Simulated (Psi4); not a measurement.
**C2H3F (SMILES C[C]F): USCS-MP2/aug-cc-pVDZ (fitted SCF)**

Aim: the energy difference between two shapes of C2H3F at USCS-MP2/aug-cc-pVDZ (fitted SCF), from 2 runs. 

The calculation is run with Psi4 1.11.

2 further runs of the same task are left out: 2 set aside as unsound or not needed.

### Step 1. The structure to begin with

C2H3F has 6 atoms, charge 0, and is taken as a triplet. As SMILES, `C[C]F`. The coordinates come from a GFN2-xTB relaxation.

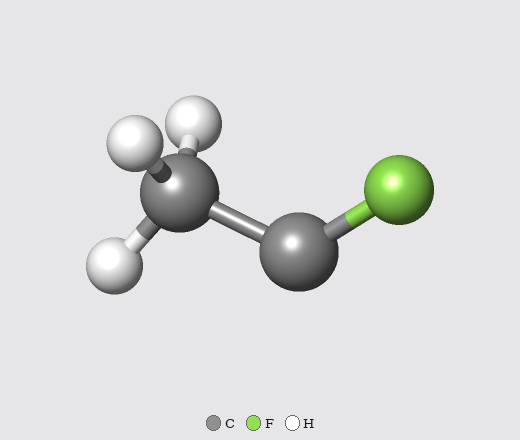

The structure, seen from a chosen angle (carbon grey, fluorine green, hydrogen white).

### Step 2. A single-point energy at USCS-MP2/aug-cc-pVDZ (fitted SCF)

Input file input.dat:

```
memory 1.6 GB

molecule mol {
  0 3
  C     -0.329570     0.235100    -0.209810
  C      0.279200    -0.894820     0.477170
  F      1.542650    -0.935780     0.909790
  H     -1.370740     0.003860    -0.424550
  H      0.177520     0.448790    -1.161080
  H     -0.299060     1.142850     0.408490
  units angstrom
  symmetry c1
}

set basis aug-cc-pVDZ
set reference uhf
set mp2_type conv

energy("scs-mp2")
```

Launch:

```sh
psi4 -i input.dat -o output.dat -n 1
```

output.dat:

```text
[...]
  Running in c1 symmetry.
[...]
  Nuclear repulsion =   64.916227660504276
[...]
  Multiplicity = 3
[...]
  Nalpha       = 13
  Nbeta        = 11
[...]
    Number of basis functions: 96
[...]
   @UHF iter   1:  -176.73687876345696   -7.28210e-01   3.85950e-03 ADIIS/DIIS
[...]
   @UHF iter  14:  -176.83463505592866   -7.27596e-12   8.41667e-09 DIIS
[...]
   @S^2 Observed:                2.012285674E+00
[...]
    Orbital Energies [Eh]
    ---------------------
    Alpha Occupied:
       1A    -26.332787     2A    -11.339286     3A    -11.257047
       4A     -1.647647     5A     -1.064883     6A     -0.866673
       7A     -0.731143     8A     -0.722003     9A     -0.680545
      10A     -0.600177    11A     -0.579330    12A     -0.455941
      13A     -0.366767
    Alpha Virtual:
      14A      0.035912    15A      0.056488    16A      0.057814
      17A      0.074889    18A      0.120735    19A      0.123358
      20A      0.129588    21A      0.151536    22A      0.152724
      23A      0.170923    24A      0.223168    25A      0.263480
[...]
  @UHF Final Energy:  -176.83463505592866
   => Energetics <=
    Nuclear Repulsion Energy =             64.9162276605042763
    One-Electron Energy =                -371.4680202357690746
    Two-Electron Energy =                 129.7171575193361548
    Total Energy =                       -176.8346350559286577
  UHF NO Occupations:
  HONO-2 :   11  A 1.9970605
  HONO-1 :   12  A 1.0000000
[...]
 Multipole Moments:
 ------------------------------------------------------------------------------------
     Multipole            Electronic (a.u.)      Nuclear  (a.u.)        Total (a.u.)
 ------------------------------------------------------------------------------------
 L = 1.  Multiply by 2.5417464519 to convert [e a0] to [Debye]
 Dipole X            :          3.3941713           -3.9588662           -0.5646949
 Dipole Y            :         -2.9739142            3.3567322            0.3828180
 Dipole Z            :          2.3964536           -2.7458695           -0.3494158
 Magnitude           :                                                    0.7664994
[...]
	SCS-MP2 Total Energy (a.u.)        :  -177.26928575236016
	SOS-MP2 Total Energy (a.u.)        :  -177.26333714430902
	SCSN-MP2 Total Energy (a.u.)       :  -177.04016270848868
[...]
	SOS-PI-MP2 Total Energy (a.u.)     :  -177.29631422803058
[...]
	MP2 Total Energy (a.u.)            :  -177.28118296846250
[...]
```

Wall time 7.8 s (1 thread of AMD EPYC 9R14 (Zen 4), shared host); peak memory 0.56 GiB.

### Step 3. The distorted shape, same level

Input file job.dat:

```
memory 1600 MB

molecule system {
  0 3
  C
  C 1 r2
  F 2 r3 1 a3
  H 1 r4 2 a4 3 d4
  H 1 r5 4 a5 2 d5
  H 1 r6 4 a6 5 d6

  r2 = 1.481724
  r3 = 1.270991
  a3 = 127.77999
  r4 = 1.052964
  a4 = 113.73901
  d4 = -177.82231
  r5 = 1.075282
  a5 = 108.31735
  d5 = 119.38814
  r6 = 1.107203
  a6 = 107.70117
  d6 = 117.03384
  symmetry c1
}

set {
  reference uhf
  mp2_type conv
}

e_tot, wfn = energy('scs-mp2/aug-cc-pVDZ', return_wfn=True)
print_variables()
```

Launch:

```sh
psi4 -i job.dat -o job.out -n 1
```

job.out:

```text
[...]
  Running in c1 symmetry.
[...]
  Nuclear repulsion =   65.957678290808133
[...]
  Multiplicity = 3
[...]
  Nalpha       = 13
  Nbeta        = 11
[...]
    Number of basis functions: 96
[...]
   @UHF iter   1:  -176.73287188186595   -6.16032e-01   3.85421e-03 ADIIS/DIIS
[...]
   @UHF iter  14:  -176.82957632345315   -7.16227e-12   6.90427e-09 DIIS
[...]
   @S^2 Observed:                2.012497086E+00
[...]
    Orbital Energies [Eh]
    ---------------------
    Alpha Occupied:
       1A    -26.345894     2A    -11.328781     3A    -11.250511
       4A     -1.686995     5A     -1.056260     6A     -0.885637
       7A     -0.757910     8A     -0.747405     9A     -0.684233
      10A     -0.599142    11A     -0.586724    12A     -0.432974
      13A     -0.352105
    Alpha Virtual:
      14A      0.036708    15A      0.056878    16A      0.058320
      17A      0.074758    18A      0.120360    19A      0.123473
      20A      0.129359    21A      0.152112    22A      0.154261
      23A      0.172515    24A      0.222407    25A      0.267972
[...]
  @UHF Final Energy:  -176.82957632345315
   => Energetics <=
    Nuclear Repulsion Energy =             65.9576782908081327
    One-Electron Energy =                -373.3762900703379728
    Two-Electron Energy =                 130.5890354560766866
    Total Energy =                       -176.8295763234531535
  UHF NO Occupations:
  HONO-2 :   11  A 1.9967547
  HONO-1 :   12  A 1.0000000
[...]
 Multipole Moments:
 ------------------------------------------------------------------------------------
     Multipole            Electronic (a.u.)      Nuclear  (a.u.)        Total (a.u.)
 ------------------------------------------------------------------------------------
 L = 1.  Multiply by 2.5417464519 to convert [e a0] to [Debye]
 Dipole X            :          0.0027307           -0.0126231           -0.0098924
 Dipole Y            :         -1.4645760            1.6423311            0.1777552
 Dipole Z            :          4.9965246           -5.6249093           -0.6283846
 Magnitude           :                                                    0.6531172
[...]
	SCS-MP2 Total Energy (a.u.)        :  -177.26145093830718
	SOS-MP2 Total Energy (a.u.)        :  -177.22270810586616
	SCSN-MP2 Total Energy (a.u.)       :  -177.03413847874165
[...]
	SOS-PI-MP2 Total Energy (a.u.)     :  -177.28823006960167
[...]
	MP2 Total Energy (a.u.)            :  -177.27341463945368
[...]
```

It took 7.8 s on 1 thread of AMD EPYC 9R14 (Zen 4), shared host; peak memory 0.56 GiB.

### Step 4. Outcome

At USCS-MP2/aug-cc-pVDZ (fitted SCF):

| quantity | value |
| --- | --- |
| first shape: total energy | -177.26929 Eh |
| first shape: HOMO energy (Hartree–Fock orbitals) (highest over α and β) | -9.98 eV |
| first shape: LUMO energy (Hartree–Fock orbitals) (lowest over α and β) | 0.83 eV |
| first shape: correlation energy | -434.7 mEh |
| first shape: ⟨S²⟩ of the reference determinant | 2.012 |
| distorted shape: total energy | -177.26145 Eh |
| distorted shape: HOMO energy (Hartree–Fock orbitals) (highest over α and β) | -9.58 eV |
| distorted shape: LUMO energy (Hartree–Fock orbitals) (lowest over α and β) | 0.87 eV |
| distorted shape: correlation energy | -431.9 mEh |
| distorted shape: ⟨S²⟩ of the reference determinant | 2.012 |
| energy change with the atoms displaced | 0.213 eV |

What this shows: With the atoms displaced the energy rises by 0.21 eV (4.9 kcal/mol). The first shape isn't relaxed at this level, so the change isn't measured from a minimum.
